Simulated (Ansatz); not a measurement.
## How many bands does the GW gap of SrLi2SnS4 (I-42m) need?

How do accuracy and time trade against each other in G0W0 on SrLi2SnS4 (I-42m)?

Main program and level: Ansatz 0.2.0; G0W0 on PBE, plane waves, PAW.

### 1. The structure

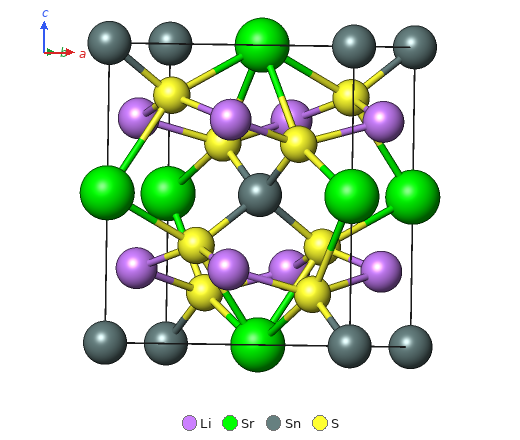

The cell as given, slightly off an axis (lithium purple, strontium green, tin teal, sulfur yellow). This picture shows the conventional cell, with its axes. Bonds to atoms that aren't drawn are left out. Some periodic images of atoms are drawn too.

The cell and positions come from the Crystallography Open Database and are kept as given unless a step says otherwise. The default PAW set here is soft_2. Its files were made with PBE.

### 2. 145 empty bands, screening to 51 eV

Now the one-shot GW correction: screening in the RPA, then the self-energy of the levels asked for.

File input.yaml:

```yaml
crystal:
  lattice:
    - [-3.3295, 3.3295, 3.959]
    - [3.3295, -3.3295, 3.959]
    - [3.3295, 3.3295, -3.959]
  atoms:
    - { symbol: Li, position: [0.25, 0.75, 0.5] }
    - { symbol: Li, position: [0.75, 0.25, 0.5] }
    - { symbol: Sr, position: [0.5, 0.5, 0.0] }
    - { symbol: Sn, position: [0.0, 0.0, 0.0] }
    - { symbol: S, position: [0.03526, 0.03526, 0.4132] }
    - { symbol: S, position: [0.96474, 0.37794, 0.0] }
    - { symbol: S, position: [0.62206, 0.62206, 0.5868] }
    - { symbol: S, position: [0.37794, 0.96474, 0.0] }
kpoints:
  mp_grid: { grid: [4, 4, 4] }
hamiltonian:
  xc: pbe
scf:
  occupations: { method: fixed }
gw:
  n_empty_bands: 145
  ecut_chi: 51
  qp_bands: [v2, c2]
  qp_kpoints: band_edges
  screening: { model: contour_deformation }
```

Command:

```console
$ ansatz run input.yaml --threads 2 --pin off --max-ram 92160MiB --backend cuda --events-out ev --progress --plain --runs-dir out --devices 1 --max-vram 13GiB  # rebuilt from the run's record
```

Numbers of over 12 decimals in the logs are rounded to 6 here.

What it wrote:

```text
GPUs: using 1 of 1 available (devices: 1).
Engine: ansatz 0.2.0, x86_64-unknown-linux-gnu
Pseudopotentials: kind: paw
Pseudopotential: Li, paw, valence charge 3, recommended cutoff 420 eV (normal), Li.paw.azcp
Pseudopotential: Sr, paw, valence charge 10, recommended cutoff 420 eV (normal), Sr.paw.azcp
Pseudopotential: Sn, paw, valence charge 14, recommended cutoff 420 eV (normal), Sn.paw.azcp
Pseudopotential: S, paw, valence charge 6, recommended cutoff 420 eV (normal), S.paw.azcp
Functional definition: PBE
  parameter kappa = 0.804
  parameter beta = 0.066725
  exchange = pbe_x(kappa = kappa, mu = beta*pi^2/3)
  correlation = pbe_c(beta = beta)
device memory: the entry about to start is reckoned to put 1.9 GiB on a device that reports 43.2 GiB free (of which the cap on the GPU budget leaves the run 13.0 GiB)
GPU FFT provider: cuFFT
GPU libraries: cuBLAS 13.8.2, cuFFT 12.4.0, cuSOLVER 12.3.4
Crystal: 8 atoms, lattice volume = 175.551 Å³
Basis set: ecut = 420 eV, 3445 PW (Γ)
Bands: 35, of which v1, the nominal top of the filled ones, is band 27 counted from 1 (26 counted from 0)
Symmetry: 8 space group operations
Space group: I-42m (ITA 121), of the structure as read, at distance tolerance 5.6e-5 Å
k-points: 13 of 64 (time reversal used)
Non-local potential: Li, projectors of the file, l = 0: 3, l = 1: 2, l = 2: 1
Non-local potential: Sr, projectors of the file, l = 0: 3, l = 1: 2, l = 2: 2
Non-local potential: Sn, projectors of the file, l = 0: 2, l = 1: 2, l = 2: 2, l = 3: 2
Non-local potential: S, projectors of the file, l = 0: 2, l = 1: 2, l = 2: 2
PAW form: soft (Blöchl's): semilocal exchange-correlation on the pseudo side does not see the compensation charge
PAW one-centre angular grid: Li, 110 points (default); XC on 64 Gauss nodes
PAW one-centre angular grid: Sr, 110 points (default); XC on 64 Gauss nodes
PAW one-centre angular grid: Sn, 590 points (default); XC on 64 Gauss nodes
PAW one-centre angular grid: S, 110 points (default); XC on 64 Gauss nodes
Initial density: superposition of atomic densities (neutral atoms: chi_scale 0, normalization atom), corrected by the library's trained network
Initial wavefunctions: pseudopotential atomic-orbital guess
GPU buffer pool allocated for 91125 grid points (all kernels)
GPU transforms: local potential and band sums: pruned to the plane-wave sphere, on 45×45×45
Functional: x = pbe(κ = 0.804, μ = 0.219515), c = pbe(β = 0.066725)
SCF iter   1: F=—  HF=-13595.928084 eV  |F-HF|=—  |Δ(HF+E_count)|=         —  Δρ=7.90e-4  dr2=9.52e-4  ethr=1.77e-3  ⟨swp⟩=5.8  Hψ=1871  notcnv=0  defer=68
preconditioner: auto → Resta (q_TF=auto, 2.242 Å⁻¹)  ε∞=3.4  [insulator: Δε(μ)=2.669 eV  Ē_g=11.239 eV  n_scr=26 (ndim 8)  ℏωp=17.3 eV  f_vac=0.016  ε∞_Penn≈3.4]
SCF iter   2: F=—  HF=-13595.930675 eV  |F-HF|=—  |Δ(HF+E_count)|=   2.59e-3  Δρ=4.14e-4  dr2=2.05e-4  ethr=1.76e-6  ⟨swp⟩=3.5  Hψ=1174  notcnv=0  defer=77
SCF iter   3: F=—  HF=-13595.930987 eV  |F-HF|=—  |Δ(HF+E_count)|=   3.12e-4  Δρ=2.29e-4  dr2=6.36e-5  ethr=3.80e-7  ⟨swp⟩=2.0  Hψ=759  notcnv=0  defer=77
SCF iter   4: F=—  HF=-13595.931174 eV  |F-HF|=—  |Δ(HF+E_count)|=   1.87e-4  Δρ=3.21e-5  dr2=1.77e-6  ethr=1.18e-7  ⟨swp⟩=2.5  Hψ=703  notcnv=0  defer=77
SCF iter   5: F=—  HF=-13595.931176 eV  |F-HF|=—  |Δ(HF+E_count)|=   2.00e-6  Δρ=1.04e-5  dr2=2.59e-7  ethr=3.27e-9  ⟨swp⟩=2.0  Hψ=747  notcnv=0  defer=77
SCF iter   6: F=-13595.931176 eV  HF=-13595.931176 eV  |F-HF|=6.98e-9  |Δ(HF+E_count)|=   2.16e-7  Δρ=3.86e-6  dr2=3.84e-8  ethr=1.85e-10  ⟨swp⟩=13.3  Hψ=2459  notcnv=0
SCF 1 converged in 6 iterations: F = -13595.931176 eV  dr2 = 3.84e-8
  greatest PAW one-centre occupation: 1.000 electrons in one spin orbital (limit 2), on the Li atom at site 1 (counted from 0), in its partial waves of l = 0
device memory: the entry about to start is reckoned to put 2.6 GiB on a device that reports 42.2 GiB free (of which the cap on the GPU budget leaves the run 13.0 GiB)
NSCF: frozen V_eff on 13 k-points
the band table was solved once the SCF had ended and its energy, with any forces and stress, was formed, with the checks that follow a solve (1963 applications of the Hamiltonian). They found nothing against the state; the energy, forces and stress were not computed again (output.eigenvalues in the input reference)
device memory: the entry about to start is reckoned to put 3.0 GiB on a device that reports 41.4 GiB free (of which the cap on the GPU budget leaves the run 13.0 GiB)
NSCF: frozen V_eff on 13 k-points
G₀W₀ screening: q 1/13
[... further progress lines ...]
device memory: the entry about to start is reckoned to put 0.8 GiB on a device that reports 53.4 GiB free (of which the cap on the GPU budget leaves the run 13.0 GiB)
NSCF: frozen V_eff on 1 k-points
device memory: the entry about to start is reckoned to put 0.8 GiB on a device that reports 53.4 GiB free (of which the cap on the GPU budget leaves the run 13.0 GiB)
NSCF: frozen V_eff on 1 k-points
SCF converged after 6 iterations
Free energy (F): -13595.931176 eV
Harris-Foulkes:  -13595.931176 eV  (|F-HF|=6.98e-9)
Internal energy: -13595.931176 eV  (E = F + TS)
E sigma→0 (E₀):  -13595.931176 eV
Fermi energy:    5.050584 eV
--- Per-component energies (eV) ---
  E_band       = -421.798667
  E_kinetic    = 907.310697
  E_local      = -2750.250089  (includes V_loc(G=0)·N_el)
  E_nonlocal   = 218.749050
  E_hartree    = 1145.238271
  E_xc         = -967.606340
  E_vxc        = -638.253512  (∫ρ·V_xc dr)
  E_paw        = -9279.957862  (= ΣΔE_a)
  E_vpaw       = -449.828845  (= ΣTr[D̂ρ^β])
  E_aug_tail   = 0.000042  (compensation charges beyond the density's cutoff)
  E_ewald      = -2869.414945
  E_smearing   = -0.000000  (= −TS)
  E_closure    = 0.000000  (closes the sum)
  Σ components = -13595.931176   (vs F -13595.931176, Δ=0.00e0)
--- Band table (eV; the first three rows and the last of 13) ---
  k-point 0: bands = [... 23 lower, 4.0762, 4.5913, 4.6735, 4.6735, 7.7472, 8.9845, 9.7275, 10.1200, ... 4 higher]
  k-point 1: bands = [... 23 lower, 4.2302, 4.2411, 4.4591, 4.4926, 8.0687, 8.9621, 9.2894, 9.9298, ... 4 higher]
  k-point 2: bands = [... 23 lower, 3.7626, 3.9718, 4.0097, 4.5392, 8.2150, 9.3861, 9.7002, 9.8485, ... 4 higher]
  k-point 12: bands = [... 23 lower, 3.3064, 4.5728, 4.5728, 5.0506, 7.7232, 9.2158, 9.2158, 9.5539, ... 4 higher]
--- G₀W₀: contour deformation, 6 samples at zero and on the imaginary axis and 2 off it, 64 q-points, 145 empty bands' worth ---
  eigenvalues of the whole cell's RPA ε∞ on this k-mesh (on a slab, of 1 + 4πα/V) = 4.6270, 4.7620, 4.7620; static W/v taken at q = 0 is 0.212019
  gw.qp_kpoints: band_edges: 13 of 13 stored k-points solved, in 1 pass; an edge of the gap read off the rows below is read off those points alone
    ik  band        ε_KS         Σx   Σc(E_QP)       V_xc       Z   E_QP_lin       E_QP  E_QP is
     0    26      4.6735   -18.1490     2.4657   -15.2518  0.7672     4.2394     4.2420  root
     0    27      4.6735   -18.1490     2.4657   -15.2518  0.7672     4.2394     4.2420  root
     0    28      7.7472    -9.5806    -3.3548   -13.8079  0.7973     8.6283     8.6197  root
     0    29      8.9845    -5.6901    -3.5240    -9.8664  0.8039     9.6424     9.6367  root
     1    26      4.4591   -17.9352     2.5295   -14.9312  0.7645     3.9811     3.9845  root
     1    27      4.4926   -17.3768     2.4907   -14.3761  0.7660     3.9787     3.9827  root
     1    28      8.0687   -10.4445    -3.3265   -14.8391  0.7889     9.1510     9.1368  root
     1    29      8.9621    -5.0852    -3.5345    -9.2038  0.8074     9.5507     9.5463  root
     2    26      4.0097   -17.3259     2.7320   -14.0252  0.7566     3.4352     3.4410  root
     2    27      4.5392   -17.9755     2.6214   -14.8491  0.7630     4.0302     4.0342  root
     2    28      8.2150   -10.5765    -3.3260   -15.0015  0.7882     9.3295     9.3139  root
     2    29      9.3861    -6.7441    -3.5374   -11.0201  0.8007    10.1321    10.1247  root
     3    26      4.5517   -17.9838     2.5315   -14.9834  0.7654     4.0796     4.0829  root
     3    27      4.6168   -17.8812     2.4640   -14.9632  0.7664     4.1598     4.1628  root
     3    28      8.0142   -10.0070    -3.3205   -14.3371  0.7919     9.0360     9.0237  root
     3    29      9.1318    -5.9225    -3.6057   -10.2196  0.8018     9.8299     9.8232  root
     4    26      4.3013   -17.7793     2.5668   -14.7117  0.7628     3.7966     3.8006  root
     4    27      4.4882   -17.7959     2.6236   -14.6603  0.7627     3.9721     3.9762  root
     4    28      8.0578   -10.0441    -3.3315   -14.4248  0.7921     9.1204     9.1069  root
     4    29      9.0382    -5.9542    -3.6242   -10.2674  0.8061     9.7333     9.7271  root
     5    26      4.3879   -17.5555     2.5408   -14.5038  0.7637     3.8729     3.8769  root
     5    27      4.5706   -17.7903     2.5996   -14.6881  0.7634     4.0641     4.0680  root
     5    28      8.0939   -10.3904    -3.3037   -14.7754  0.7906     9.1896     9.1751  root
     5    29      8.8694    -6.2218    -3.5411   -10.4705  0.8057     9.5834     9.5770  root
[...]
11    26      4.4601   -17.7522     2.6687   -14.5600  0.7611     3.9322     3.9366  root
    11    27      4.5352   -17.6860     2.6709   -14.4862  0.7617     4.0019     4.0064  root
    11    28      8.1064    -9.8790    -3.3330   -14.2703  0.7933     9.1786     9.1647  root
    11    29      9.3817    -6.9749    -3.7548   -11.6021  0.7994    10.2651    10.2540  root
    12    26      4.5728   -17.7449     2.6394   -14.5980  0.7620     4.0613     4.0654  root
    12    27      5.0506   -18.0946     2.5862   -15.0424  0.7662     4.5815     4.5846  root
    12    28      7.7232    -8.5642    -3.3666   -12.9071  0.8031     8.7104     8.6995  root
    12    29      9.2158    -7.0772    -3.5357   -11.3380  0.8028     9.9477     9.9409  root
```

Run time: 18 s. Hardware: 1 × NVIDIA H100 80GB HBM3 (shared by 6 runs) with 2 threads of AMD EPYC 7R13 (Zen 3), shared host; peak memory 1.3 GiB; 12 s of CPU time.

Numbers from this step:

- bands summed: 172
- RPA ε∞ on this mesh (eigenvalues): 4.627, 4.762, 4.762
- plane waves in the screening matrix: 145
- q-points in the mesh: 64
- G0W0 gap on the mesh: 4.035 eV
- k of the valence top: -0.5, -0.5, -0.5
- k of the conduction bottom: 0, 0, 0
- starting gap on the mesh: 2.673 eV
- Z at the valence top: 0.7662
- Z at the conduction bottom: 0.7973
- least direct G0W0 gap on the computed points: 4.115 eV

The gap on the mesh goes from 2.67 eV to 4.04 eV, a correction of +1.36 eV, though a band edge has moved to another state.

### 3. 410 empty bands, screening to 102 eV

Bands and screening cutoff are moved together, since each hides the error of the other.

Changes to input.yaml since step 2:

```diff
@@ -21,4 +21,4 @@
 gw:
-  n_empty_bands: 145
-  ecut_chi: 51
+  n_empty_bands: 410
+  ecut_chi: 102
   qp_bands: [v2, c2]
```

What it wrote:

```text
GPUs: using 1 of 1 available (devices: 1).
[...]
GPU FFT provider: cuFFT
GPU libraries: cuBLAS 13.8.2, cuFFT 12.4.0, cuSOLVER 12.3.4
Crystal: 8 atoms, lattice volume = 175.551 Å³
Basis set: ecut = 420 eV, 3445 PW (Γ)
Bands: 35, of which v1, the nominal top of the filled ones, is band 27 counted from 1 (26 counted from 0)
Symmetry: 8 space group operations
[...]
k-points: 13 of 64 (time reversal used)
[...]
GPU buffer pool allocated for 91125 grid points (all kernels)
[...]
SCF iter   1: F=—  HF=-13595.928084 eV  |F-HF|=—  |Δ(HF+E_count)|=         —  Δρ=7.90e-4  dr2=9.52e-4  ethr=1.77e-3  ⟨swp⟩=5.8  Hψ=1871  notcnv=0  defer=68
[...]
SCF iter   6: F=-13595.931176 eV  HF=-13595.931176 eV  |F-HF|=6.98e-9  |Δ(HF+E_count)|=   2.16e-7  Δρ=3.86e-6  dr2=3.84e-8  ethr=1.85e-10  ⟨swp⟩=13.3  Hψ=2459  notcnv=0
SCF 1 converged in 6 iterations: F = -13595.931176 eV  dr2 = 3.84e-8
[...]
NSCF: frozen V_eff on 13 k-points
[...]
G₀W₀ screening: q 1/13
[... further progress lines ...]
[...]
SCF converged after 6 iterations
Free energy (F): -13595.931176 eV
[...]
Internal energy: -13595.931176 eV  (E = F + TS)
E sigma→0 (E₀):  -13595.931176 eV
Fermi energy:    5.050584 eV
[...]
--- Band table (eV; the first three rows and the last of 13) ---
  k-point 0: bands = [... 23 lower, 4.0762, 4.5913, 4.6735, 4.6735, 7.7472, 8.9845, 9.7275, 10.1200, ... 4 higher]
  k-point 1: bands = [... 23 lower, 4.2302, 4.2411, 4.4591, 4.4926, 8.0687, 8.9621, 9.2894, 9.9298, ... 4 higher]
  k-point 2: bands = [... 23 lower, 3.7626, 3.9718, 4.0097, 4.5392, 8.2150, 9.3861, 9.7002, 9.8485, ... 4 higher]
  k-point 12: bands = [... 23 lower, 3.3064, 4.5728, 4.5728, 5.0506, 7.7232, 9.2158, 9.2158, 9.5539, ... 4 higher]
[...]
bands read: the sum over 437 bands ends inside a degenerate multiplet in 2 slots, whose members it reads at an even weight; the widest, k=7: bands 437 to 438 (counted from 1) at 1/2 each
[...]
0    26      4.6735   -18.1490     2.1064   -15.2518  0.7605     3.8735     3.8828  root
     0    27      4.6735   -18.1490     2.1064   -15.2518  0.7605     3.8735     3.8828  root
     0    28      7.7472    -9.5806    -3.6565   -13.8079  0.7919     8.3215     8.3181  root
     0    29      8.9845    -5.6901    -3.7345    -9.8664  0.8018     9.4287     9.4262  root
     1    26      4.4591   -17.9352     2.1886   -14.9312  0.7579     3.6332     3.6437  root
     1    27      4.4926   -17.3768     2.1568   -14.3761  0.7599     3.6374     3.6488  root
     1    28      8.0687   -10.4445    -3.6943   -14.8391  0.7830     8.7746     8.7690  root
     1    29      8.9621    -5.0852    -3.7250    -9.2038  0.8057     9.3577     9.3557  root
[...]
12    26      4.5728   -17.7449     2.3009   -14.5980  0.7559     3.7150     3.7269  root
    12    27      5.0506   -18.0946     2.2208   -15.0424  0.7596     4.2089     4.2193  root
    12    28      7.7232    -8.5642    -3.7124   -12.9071  0.7993     8.3579     8.3537  root
    12    29      9.2158    -7.0772    -3.7956   -11.3380  0.7998     9.6838     9.6811  root
```

Elapsed: 36 s, on 1 × NVIDIA H100 80GB HBM3 (shared by 6 runs) with 2 threads; peak memory 1.9 GiB.

This step gave:

| Item | Value |
| --- | --- |
| bands summed | 437 |
| RPA ε∞ on this mesh (eigenvalues) | 4.585, 4.724, 4.724 |
| plane waves in the screening matrix | 411 |
| q-points in the mesh | 64 |
| G0W0 gap on the mesh | 4.099 eV |
| k of the valence top | -0.5, -0.5, -0.5 |
| k of the conduction bottom | 0, 0, 0 |
| starting gap on the mesh | 2.673 eV |
| Z at the valence top | 0.7596 |
| Z at the conduction bottom | 0.7919 |
| least direct G0W0 gap on the computed points | 4.134 eV |

Against the run with 4×4×4 mesh, 145 empty bands, screening to 51 eV, the gap moves by +0.06 eV.

### 4. 883 empty bands, screening to 170 eV

Changes to input.yaml since step 3:

```diff
@@ -21,4 +21,4 @@
 gw:
-  n_empty_bands: 410
-  ecut_chi: 102
+  n_empty_bands: 883
+  ecut_chi: 170.0
   qp_bands: [v2, c2]
```

What it wrote:

```text
GPUs: using 1 of 1 available (devices: 1).
[...]
GPU FFT provider: cuFFT
GPU libraries: cuBLAS 13.8.2, cuFFT 12.4.0, cuSOLVER 12.3.4
Crystal: 8 atoms, lattice volume = 175.551 Å³
Basis set: ecut = 420 eV, 3445 PW (Γ)
Bands: 35, of which v1, the nominal top of the filled ones, is band 27 counted from 1 (26 counted from 0)
Symmetry: 8 space group operations
[...]
k-points: 13 of 64 (time reversal used)
[...]
1    29      8.9621    -5.0852    -3.8143    -9.2038  0.8051     9.2675     9.2664  root
[...]
12    26      4.5728   -17.7449     2.1114   -14.5980  0.7543     3.5190     3.5373  root
    12    27      5.0506   -18.0946     2.0169   -15.0424  0.7580     3.9987     4.0155  root
    12    28      7.7232    -8.5642    -3.8924   -12.9071  0.7982     8.1758     8.1737  root
    12    29      9.2158    -7.0772    -3.9291   -11.3380  0.7990     9.5489     9.5475  root
[key lines of the parts left out:]
SCF converged after 6 iterations
Free energy (F): -13595.931176 eV
Fermi energy:    5.050584 eV
```

Elapsed: 2.7 min, on 1 × NVIDIA H100 80GB HBM3 (shared by 6 runs) with 2 threads; peak memory 3.6 GiB.

Numbers from this step:

```
bands summed                                 : 910
RPA ε∞ on this mesh (eigenvalues)            : 4.579, 4.718, 4.718
plane waves in the screening matrix          : 881
G0W0 gap on the mesh                         : 4.114 eV
k of the valence top                         : -0.5, -0.5, -0.5
k of the conduction bottom                   : 0, 0, 0
starting gap on the mesh                     : 2.673 eV
least direct G0W0 gap on the computed points : 4.158 eV
```

Against the run with 4×4×4 mesh, 410 empty bands, screening to 102 eV, the gap moves by +0.016 eV.

(Continued in part 2 of 2.)

[Paths, hosts, dates, memory and timing lines, banners, echoed tables and standing remarks are left out of the program output.]

[Logs are printed without paths, hosts, clocks, repeated set-up lines and the standing remarks that a program may print on its own settings, such as how far it seeks lower states.]

[Runs of the session that timed out or met a known fault of the program may be left out.]

[Cells called generated may have been cut or substituted from an entry of the Crystallography Open Database or the Materials Project.]

[Hosts, paths, dates, database ids (printed as entryN), source tags and the programs' standing remarks are cut or masked in the printed files.]
